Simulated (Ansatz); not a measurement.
**CH₅AlCl₃N (SMILES C[NH2+][Al-]([Cl])([Cl])[Cl]): density, localisation and related maps**

| atom | x (Å) | y (Å) | z (Å) |
| --- | --- | --- | --- |
| C | -0.0318 | -1.1088 | 0.9203 |
| N | 0.6431 | -0.2718 | -0.0928 |
| Al | -0.4224 | 1.2478 | -0.8101 |
| Cl | -2.0824 | 0.2587 | -1.6664 |
| Cl | 0.9701 | 2.0742 | -2.1695 |
| Cl | -0.8047 | 2.3807 | 0.9327 |
| H | 0.6156 | -1.9167 | 1.2628 |
| H | -0.9376 | -1.5227 | 0.4804 |
| H | -0.3108 | -0.4770 | 1.7619 |
| H | 1.5013 | 0.1193 | 0.2893 |
| H | 0.9251 | -0.8408 | -0.8879 |

Geometry: PBE0-D4/def2-TZVP.

Theory: RKS PBE0-D4/def2-TZVPP (Ansatz).

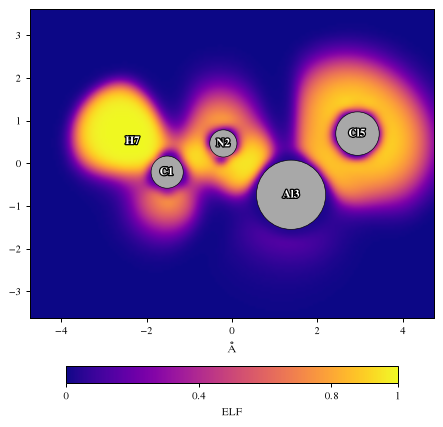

Figure 1. ELF on the plane of atoms N2, C1 and H7. Grey discs cover the atomic cores.

Q: What does the map show?

A: Atoms in the plane: C, N, Al, Cl and H.
C–N (1.48 Å): the ELF peaks at about 0.90 between the atoms (a shared electron pair).
Al–N (1.99 Å): the ELF peaks at about 0.95 in the valence shell of N, 0.7 Å from its nucleus, and is about 0.80 at the midpoint.
Al–Cl (2.11 Å): the ELF peaks at about 0.85 in the valence shell of Cl, 0.9 Å from its nucleus, and is about 0.80 at the midpoint.
C–H (1.09 Å): the ELF climbs to about 1 towards the hydrogen, as it does in any bond to H: an ordinary covalent bond to hydrogen.
The ELF also peaks beside Cl5, away from the bonds: lone-pair regions.

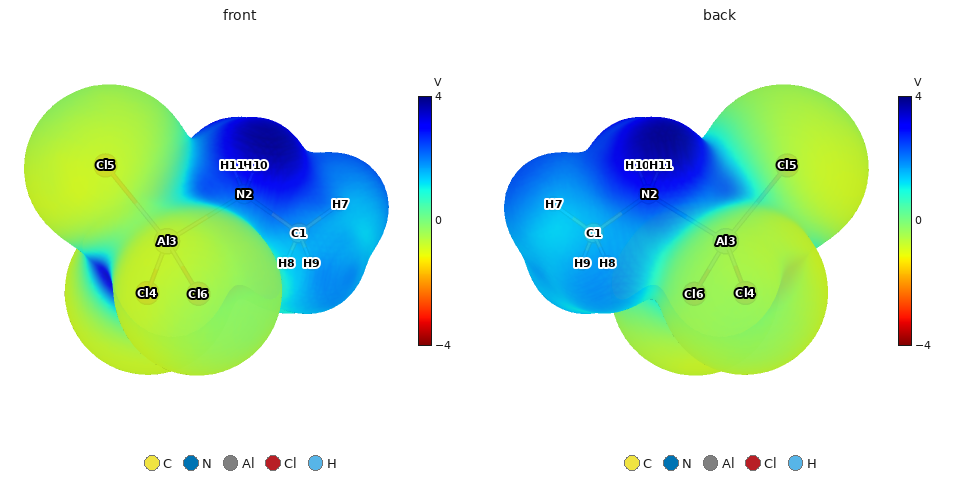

Figure 2. The molecular electrostatic potential painted on the density surface at 0.004 e/bohr³, seen from the front and from behind; the colour scale runs from red (negative) to blue (positive).

Q: Describe the electrostatic potential map.

A: The most negative region (about −0.9 V, or −21 kcal/mol for a unit charge) lies over Cl4, Cl5 and Cl6, the most positive (about +3.8 V, or +88 kcal/mol for a unit charge) over H10 and H11.

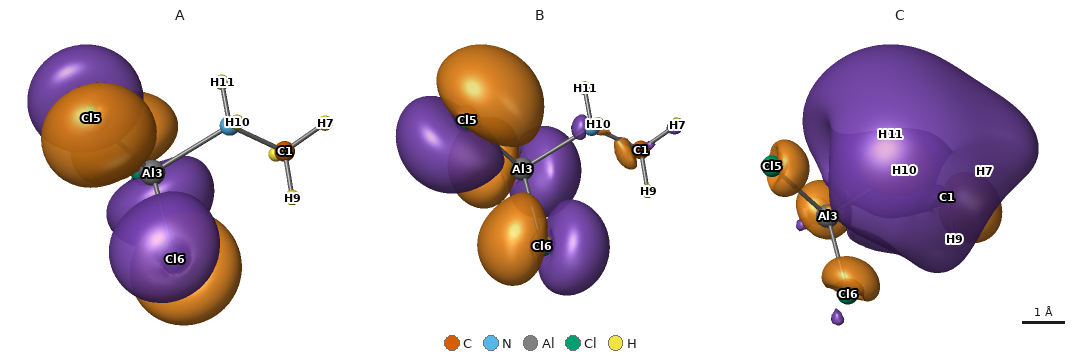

Figure 3. Three frontier orbitals at ±0.06 Å⁻³ᐟ² (orange and purple are the two phases), in no order.

Q: Order the three orbitals by energy and name them.

A: B is the HOMO−1 (−8.84 eV). It lies mainly on Cl5 (about 55 %), Cl4 (about 20 %) and Cl6 (about 20 %). A is the HOMO (−8.47 eV). By Hirshfeld shares it lies mainly on Cl5 (about 30 %), Cl4 (about 30 %) and Cl6 (about 30 %); largely a combination of lone pairs on Cl5, Cl4 and Cl6. C is the LUMO (−0.22 eV). Its weight (Hirshfeld) is mainly on H10 (about 20 %), H11 (about 20 %), N2 (about 15 %), Al3 (about 10 %), C1 (about 10 %) and H7 (about 5 %).

Q: What is the HOMO–LUMO gap?

A: 8.25 eV between the orbital energies.

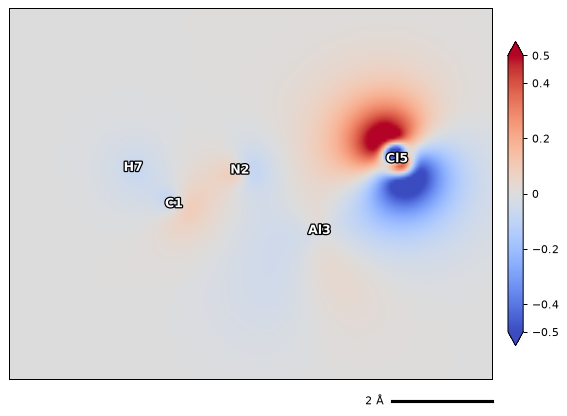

Figure 4. The HOMO−1 on the plane of atoms C1, N2 and Al3 (values in Å⁻³ᐟ²; the overall sign is arbitrary).

Q: What is the character of this orbital?

A: Its weight (Hirshfeld) is mainly on Cl5 (about 55 %), Cl4 (about 20 %) and Cl6 (about 20 %). Its energy is −8.84 eV.
